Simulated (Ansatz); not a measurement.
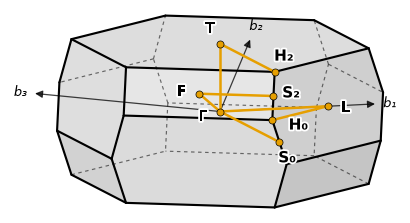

The figure shows the first Brillouin zone with its special points and a band path. Crystal: Lu₂AsN, coordinates from a relaxation with DFT, PBE, plane waves, PAW in Ansatz 0.2.0; the starting structure was generated, so it need not be a known form of this composition. Geometry calculated from the standardised cell; symmetry tolerance 0.002 Å.

Labels and path follow the convention of Hinuma et al. (2017), as computed by seekpath; the arrows show the directions of the reciprocal primitive vectors b₁, b₂, b₃.

What lattice type do the shape and the labels point to?

Answer. A rhombohedral lattice (hR; extended symbol hR1). The zone is a truncated octahedron in its combinatorial type: 14 faces (6 with 4 edges, 8 with 6 edges), 36 edges, 24 vertices.

Write the standard path through the labelled points.

Answer. Γ–T–H₂ | H₀–L–Γ–S₀ | S₂–F–Γ
